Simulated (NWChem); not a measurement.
# One shape, several levels: doublet [SiO2]+

Aim: a comparison of 3 runs (U-r2SCAN/cc-pVTZ, UB3LYP/cc-pVTZ, UPBE0/cc-pVTZ) of doublet [SiO2]+. 

The results are computed with NWChem 7.3.0.

4 further runs of the same task are left out: 2 that didn't finish, 2 set aside as unsound or not needed.

## 1. The system as given

[SiO2]+ has 3 atoms, charge +1, and is taken as a doublet. SMILES of the parent species: `O=[Si]=O`. Geometry: relaxed at PBE0-D4/def2-TZVP. That shape belongs to the parent species and isn't relaxed for this state.

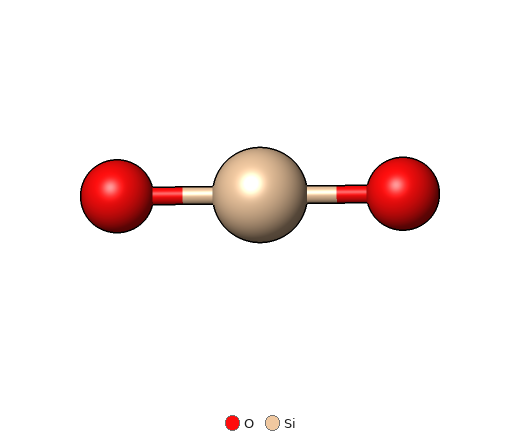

Viewed from a chosen angle; oxygen red, silicon light orange.

## 2. A single-point energy at U-r2SCAN/cc-pVTZ (run 1)

run.py

```python
from ase import Atoms
from ase.calculators.nwchem import NWChem

mol = Atoms(['O', 'Si', 'O'], positions=[
    [0.697730, 1.229600, 0.518760],
    [-0.000010, 0.000000, -0.000000],
    [-0.697730, -1.229610, -0.518760],
])

calc = NWChem(
    label='o2si',
    theory='dft',
    memory='2200 mb',
    basis='cc-pVTZ',
    basispar='spherical bse',
    charge=1,
    dft={'xc': 'r2scan', 'mult': '2', 'grid': 'fine', 'convergence': 'energy 1e-08', 'iterations': '100', 'mulliken': None},
    task='energy',
)
mol.calc = calc

print("Total energy (eV):", round(mol.get_potential_energy(), 6))
```

Command:

```sh
export ASE_NWCHEM_COMMAND="nwchem PREFIX.nwi > PREFIX.nwo"
python run.py
```

Standard output:

```text
Total energy (eV): -11958.578974
```

The calculator wrote o2si.nwi:

```
title "o2si"

permanent_dir o2si

scratch_dir o2si

start o2si

geometry units angstrom nocenter noautosym noautoz
  O  6.9772999999999996e-01 1.2296000000000000e+00 5.1876000000000000e-01
  Si -1.0000000000000001e-05 0.0000000000000000e+00 -0.0000000000000000e+00
  O  -6.9772999999999996e-01 -1.2296100000000001e+00 -5.1876000000000000e-01
end

charge 1

memory 2200 mb

basis spherical bse noprint
   * library cc-pVTZ
end

dft
  xc r2scan
  mult 2
  grid fine
  convergence energy 1e-08
  iterations 100
  mulliken
end

task dft energy
```

o2si.nwo:

```text
Northwest Computational Chemistry Package (NWChem) 7.3.0
             --------------------------------------------------------

           Job information
           ---------------

    nwchem branch   = 7.3.0
    use scalapack   = T
    input           = o2si.nwi
    prefix          = o2si.
    data base       = o2si/o2si.db
    status          = startup
    nproc           =        1

           Memory information
           ------------------

[... 5 lines left out ...]
    hardfail = no
[... 35 lines left out ...]
            Nuclear Dipole moment (a.u.)
[... 67 lines left out ...]
          Convergence on density requested:  1.00D-05
[... 23 lines left out ...]
          Convergence aids based upon iterative change in
[... 31 lines left out ...]
 2-e energy   =     239.794626
[... 50 lines left out ...]
           Coulomb energy =      285.675689634763
[... 676 lines left out ...]
                     DFT Final Beta Molecular Orbital Analysis
[... 766 lines left out ...]
     Multipole analysis of the density
     ---------------------------------

     L   x y z        total         alpha         beta         nuclear
     -   - - -        -----         -----         ----         -------
     0   0 0 0      1.000000    -15.000000    -14.000000     30.000000

     1   1 0 0     -0.000030      0.000113      0.000121     -0.000265
[... 8 lines of this table left out ...]
     2   0 0 2    -12.897744    -14.830438    -13.443563     15.376257

 Task  times  cpu:       80.4s     wall:       80.4s
 Total times  cpu:       80.5s     wall:       80.5s
```

Wall time 82 s (1 thread of Intel Xeon Platinum 8259CL at 2.50GHz (Skylake/Cascade Lake), shared host); peak memory 0.12 GiB.

## 3. A single-point energy at UB3LYP/cc-pVTZ (run 2)

run.py

```python
from ase import Atoms
from ase.calculators.nwchem import NWChem

system = Atoms(['O', 'Si', 'O'], positions=[
    [0.697730, 1.229600, 0.518760],
    [-0.000010, 0.000000, -0.000000],
    [-0.697730, -1.229610, -0.518760],
])

calc = NWChem(
    label='job',
    theory='dft',
    memory='2200 mb',
    basis='cc-pVTZ',
    basispar='spherical bse',
    charge=1,
    dft={'xc': 'b3lyp', 'mult': '2', 'grid': 'fine', 'convergence': 'energy 1e-08', 'iterations': '100', 'mulliken': None},
    task='energy',
)
system.calc = calc

print(f"energy = {system.get_potential_energy():.6f} eV")
```

Command:

```sh
export ASE_NWCHEM_COMMAND="nwchem PREFIX.nwi > PREFIX.nwo"
python run.py
```

Standard output:

```text
energy = -11961.490382 eV
```

The calculator wrote job.nwi:

```
title "job"

permanent_dir job

scratch_dir job

start job

geometry units angstrom nocenter noautosym noautoz
  O  6.9772999999999996e-01 1.2296000000000000e+00 5.1876000000000000e-01
  Si -1.0000000000000001e-05 0.0000000000000000e+00 -0.0000000000000000e+00
  O  -6.9772999999999996e-01 -1.2296100000000001e+00 -5.1876000000000000e-01
end

charge 1

memory 2200 mb

basis spherical bse noprint
   * library cc-pVTZ
end

dft
  xc b3lyp
  mult 2
  grid fine
  convergence energy 1e-08
  iterations 100
  mulliken
end

task dft energy
```

job.nwo:

```text
Northwest Computational Chemistry Package (NWChem) 7.3.0
             --------------------------------------------------------

           Job information
           ---------------

    nwchem branch   = 7.3.0
    use scalapack   = T
    input           = job.nwi
    prefix          = job.
    data base       = job/job.db
    status          = startup
    nproc           =        1

           Memory information
           ------------------

[... 5 lines left out ...]
    hardfail = no
[... 35 lines left out ...]
            Nuclear Dipole moment (a.u.)
[... 67 lines left out ...]
          Convergence on density requested:  1.00D-05
[... 26 lines left out ...]
          Convergence aids based upon iterative change in
[... 31 lines left out ...]
 2-e energy   =     239.794626
[... 50 lines left out ...]
           Coulomb energy =      285.620331327118
[... 681 lines left out ...]
                     DFT Final Beta Molecular Orbital Analysis
[... 768 lines left out ...]
     Multipole analysis of the density
     ---------------------------------

     L   x y z        total         alpha         beta         nuclear
     -   - - -        -----         -----         ----         -------
     0   0 0 0      1.000000    -15.000000    -14.000000     30.000000

     1   1 0 0     -0.000028      0.000113      0.000124     -0.000265
[... 8 lines of this table left out ...]
     2   0 0 2    -12.959876    -14.860900    -13.475233     15.376257

 Task  times  cpu:       74.3s     wall:       74.3s
 Total times  cpu:       74.3s     wall:       74.3s
```

Run time: 76 s. Hardware: 1 thread of Intel Xeon Platinum 8259CL at 2.50GHz (Skylake/Cascade Lake), shared host; peak memory 0.11 GiB.

## 4. A single-point energy at UPBE0/cc-pVTZ (run 3)

Changes to run.py since step 3:

```diff
@@ -10,3 +10,3 @@
 calc = NWChem(
-    label='job',
+    label='input',
     theory='dft',
@@ -16,3 +16,3 @@
     charge=1,
-    dft={'xc': 'b3lyp', 'mult': '2', 'grid': 'fine', 'convergence': 'energy 1e-08', 'iterations': '100', 'mulliken': None},
+    dft={'xc': 'pbe0', 'mult': '2', 'grid': 'fine', 'convergence': 'energy 1e-08', 'iterations': '100', 'mulliken': None},
     task='energy',
```

Command:

```sh
export ASE_NWCHEM_COMMAND="nwchem PREFIX.nwi > PREFIX.nwo"
python run.py
```

Standard output:

```text
energy = -11953.213830 eV
```

The calculator wrote input.nwi:

```
title "input"

permanent_dir input

scratch_dir input

start input

geometry units angstrom nocenter noautosym noautoz
  O  6.9772999999999996e-01 1.2296000000000000e+00 5.1876000000000000e-01
  Si -1.0000000000000001e-05 0.0000000000000000e+00 -0.0000000000000000e+00
  O  -6.9772999999999996e-01 -1.2296100000000001e+00 -5.1876000000000000e-01
end

charge 1

memory 2200 mb

basis spherical bse noprint
   * library cc-pVTZ
end

dft
  xc pbe0
  mult 2
  grid fine
  convergence energy 1e-08
  iterations 100
  mulliken
end

task dft energy
```

input.nwo:

```text
Northwest Computational Chemistry Package (NWChem) 7.3.0
             --------------------------------------------------------

           Job information
           ---------------

    nwchem branch   = 7.3.0
    use scalapack   = T
    input           = input.nwi
    prefix          = input.
    data base       = input/input.db
    status          = startup
    nproc           =        1

           Memory information
           ------------------

[... 5 lines left out ...]
    hardfail = no
[... 35 lines left out ...]
            Nuclear Dipole moment (a.u.)
[... 67 lines left out ...]
          Convergence on density requested:  1.00D-05
[... 25 lines left out ...]
          Convergence aids based upon iterative change in
[... 31 lines left out ...]
 2-e energy   =     239.794626
[... 50 lines left out ...]
           Coulomb energy =      285.589815954434
[... 679 lines left out ...]
                     DFT Final Beta Molecular Orbital Analysis
[... 766 lines left out ...]
     Multipole analysis of the density
     ---------------------------------

     L   x y z        total         alpha         beta         nuclear
     -   - - -        -----         -----         ----         -------
     0   0 0 0      1.000000    -15.000000    -14.000000     30.000000

     1   1 0 0     -0.000026      0.000111      0.000128     -0.000265
[... 8 lines of this table left out ...]
     2   0 0 2    -12.911303    -14.823350    -13.464210     15.376257

 Task  times  cpu:       60.2s     wall:       60.2s
 Total times  cpu:       60.2s     wall:       60.2s
```

It took 62 s on 1 thread of Intel Xeon Platinum 8259CL at 2.50GHz (Skylake/Cascade Lake), shared host; peak memory 0.11 GiB.

## 5. The series

| run | level | energy (Eh) | HOMO energy (eV) | LUMO energy (eV) | ⟨S²⟩ | wall time |
| --- | --- | --- | --- | --- | --- | --- |
| 1 | U-r2SCAN/cc-pVTZ | -439.469675 | -16.90 | -15.90 | 0.787 | 82 s |
| 2 | UB3LYP/cc-pVTZ | -439.576667 | -17.70 | -15.34 | 0.786 | 76 s |
| 3 | UPBE0/cc-pVTZ | -439.272510 | -17.75 | -15.01 | 0.799 | 62 s |

## 6. Results

```
                                 quantity          value
                      run 3: total energy  -439.27251 Eh
run 3: HOMO energy (highest over α and β)      -17.75 eV
 run 3: LUMO energy (lowest over α and β)      -15.01 eV
                              run 3: ⟨S²⟩          0.799
```

Totals of different functionals can't be ranked against each other. All runs together took 3.7 min, the longest 82 s.
